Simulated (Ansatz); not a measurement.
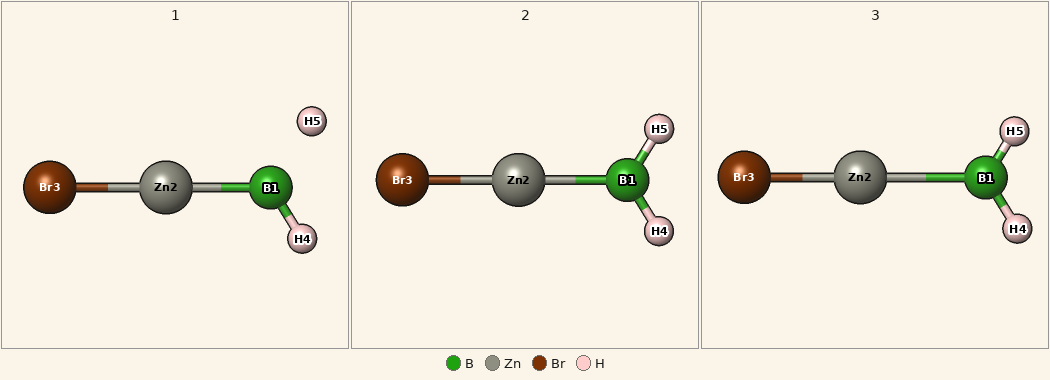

BBrH₂Zn, SMILES [BH2][Zn][Br]. 
- First axis: bond length B1–Zn2. Second axis: bond length B1–H5.
- Nothing is relaxed (all other coordinates rigid).
- The scan uses a 15 × 15 grid.
- Points are written as (first, second).
- Energies: eV, counted from the lowest grid point.
- Method: RHF/def2-TZVP in Ansatz 0.2.0.

The numbered pictures are structures from this grid.

**Rank them by energy, lowest first.**

2, at (2.162 Å, 1.195 Å): 0.00 eV; 3, at (2.491 Å, 1.078 Å): 0.60 eV; 1, at (2.080 Å, 1.547 Å): 0.93 eV.

The map, with the structures marked:

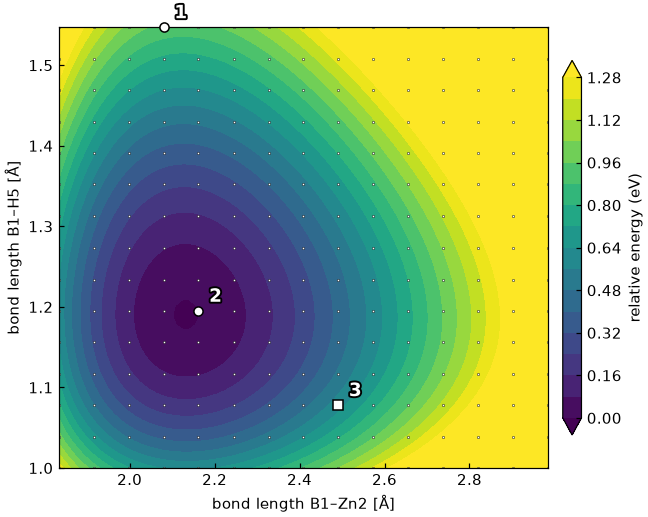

Drawn: filled contours, dots at the grid points, one colour for all values above the top of the scale. Between grid points the surface is interpolated.
